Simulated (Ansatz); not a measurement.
# B3LYP/6-31G(d) (spherical functions) run of SiH2O (oxosilane)

What is the energy change on altering one bond length of SiH2O (oxosilane) at B3LYP/6-31G* (spherical functions)? 

The calculation is run with Ansatz 0.2.0.

50 further runs of the same task are left out: 50 set aside as unsound or not needed.

## (1) The structure to begin with

SiH2O: 4 atoms, total charge 0, spin state singlet. As SMILES, `O=[SiH2]`. Geometry: relaxed at PBE0-D4/def2-TZVP.

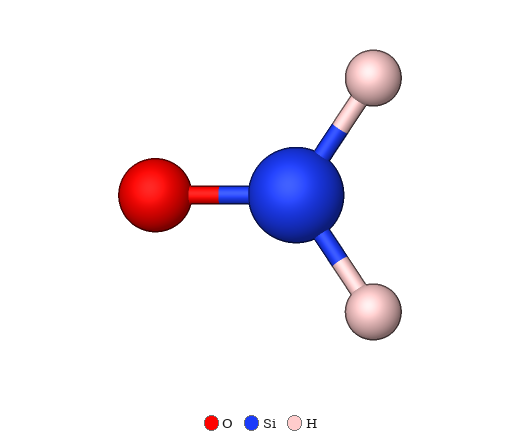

Viewed from a chosen angle; oxygen red, silicon blue, hydrogen pink.

## (2) The energy at B3LYP/6-31G(d) (spherical functions)

molecule.yaml reads:

```yaml
crystal:
  periodic: [false, false, false]
  atoms:
    - {symbol: O, position_ang: [-0.283200, 0.413500, 1.469500]}
    - {symbol: Si, position_ang: [-0.006700, 0.009800, 0.034900]}
    - {symbol: H, position_ang: [0.439900, -1.346000, -0.376200]}
    - {symbol: H, position_ang: [-0.150000, 0.922700, -1.128300]}
basis:
  gaussian: {orbitals: 6-31G_st_-spherical.json}
output: {orbitals: {seedname: orbitals}}
accuracy: high
hamiltonian: {xc: {name: B3LYP}}
```

The basis set 6-31G* is read from a file made from the Basis Set Exchange's data (not shown).

Run with:

```bash
ansatz run molecule.yaml --threads 1 --pin off --max-ram 3480MiB --events-out events.jsonl --progress --plain --runs-dir runs
```

Log:

```text
Warning: RAYON_NUM_THREADS=1 ignored (pool sized by the plan → 1); use --threads N
Functional definition: B3LYP
  name "B3LYP"
  parameter a0 = 0.2
  parameter ax = 0.72
  parameter ac = 0.81
  exchange = (1 - a0 - ax)*slater_x + ax*b88_x + a0*exact_x
  correlation = (1 - ac)*vwn_rpa_c + ac*lyp_c
705 factors; integrals over basis functions are off by at most 3.5e-9 eV
mean field evaluation 1: about -9948.8252 eV, gradient 6.2e1 eV
mean field evaluation 2: about -9872.7172 eV, gradient 1.8e2 eV
mean field evaluation 4: about -9956.4385 eV, gradient 4.1e0 eV
mean field evaluation 8: about -9956.4796 eV, gradient 7.6e-3 eV
mean field evaluation 16: about -9956.4796 eV, gradient 4.1e-8 eV
mean field -9956.47962927 eV, -365.8938776313 hartree, gradient 4.1e-8 eV, S^2 0.000000; 0 other end points of the search recorded, 0 dependent functions left out
reference -9956.47965966 eV, -365.8938787481 hartree; 12, 12 occupied and 24, 24 virtual orbitals, 705 factors
Total energy: -9956.47965966 eV, -365.8938787481 hartree
```

Wall time 1.2 s (1 thread of Arm Neoverse V2, shared host); peak memory 0.096 GiB.

## (3) The distorted shape at the same level

molecule.yaml reads:

```yaml
crystal:
  periodic: [false, false, false]
  atoms:
    - {symbol: O, position_ang: [-0.168565, -0.316790, 2.400022]}
    - {symbol: Si, position_ang: [0.107935, -0.720490, 0.965422]}
    - {symbol: H, position_ang: [0.554535, -2.076290, 0.554322]}
    - {symbol: H, position_ang: [-0.150000, 0.922700, -1.128300]}
basis:
  gaussian: {orbitals: 6-31G_st_-spherical.json}
hamiltonian: {xc: {name: B3LYP}}
accuracy: high
output: {orbitals: {seedname: orbitals}}
```

The basis set 6-31G* is read from a file made from the Basis Set Exchange's data (not shown).

Run with:

```bash
ansatz run molecule.yaml --threads 1 --pin off --max-ram 3480MiB --events-out events.jsonl --progress --plain --runs-dir runs
```

Log (excerpt; [...] marks lines left out):

```text
Warning: RAYON_NUM_THREADS=1 ignored (pool sized by the plan → 1); use --threads N
[... 7 set-up lines as earlier in the session ...]
694 factors; integrals over basis functions are off by at most 3.5e-9 eV
mean field evaluation 1: about -9945.2754 eV, gradient 6.3e1 eV
mean field evaluation 2: about -9828.2175 eV, gradient 1.8e2 eV
mean field evaluation 4: about -9951.0104 eV, gradient 1.9e1 eV
mean field evaluation 8: about -9953.3441 eV, gradient 4.8e-1 eV
mean field evaluation 16: about -9953.3423 eV, gradient 6.6e-6 eV
mean field -9953.34233356 eV, -365.7785841407 hartree, gradient 3.6e-8 eV, S^2 0.000000; 0 other end points of the search recorded, 0 dependent functions left out
reference -9953.34236640 eV, -365.7785853475 hartree; 12, 12 occupied and 24, 24 virtual orbitals, 694 factors
Total energy: -9953.34236640 eV, -365.7785853475 hartree
```

Run time: 1.3 s. Hardware: 1 thread of Arm Neoverse V2, shared host; peak memory 0.097 GiB.

## (4) Summary of results

Level: B3LYP/6-31G* (spherical functions).

```
                                                          quantity          value
                                         first shape: total energy  -365.89388 Eh
                                          first shape: HOMO energy       -7.79 eV
                                          first shape: LUMO energy       -2.04 eV
                                        first shape: HOMO–LUMO gap        5.75 eV
                                     distorted shape: total energy  -365.77859 Eh
                                      distorted shape: HOMO energy       -7.30 eV
                                      distorted shape: LUMO energy       -3.67 eV
                                    distorted shape: HOMO–LUMO gap        3.63 eV
energy change with the Si2–H4 bond stretched from 1.486 to 2.674 Å       3.137 eV
```

**Reading.** One bond (distorted shape) is far stretched, which a spin-restricted single reference describes badly; a broken-symmetry solution may lie lower. With the Si2–H4 bond stretched from 1.486 to 2.674 Å the energy rises by 3.14 eV (303 kJ/mol). The first shape isn't relaxed at this level, so the change isn't measured from a minimum. A restricted reference can't describe the breaking bond well at this length.
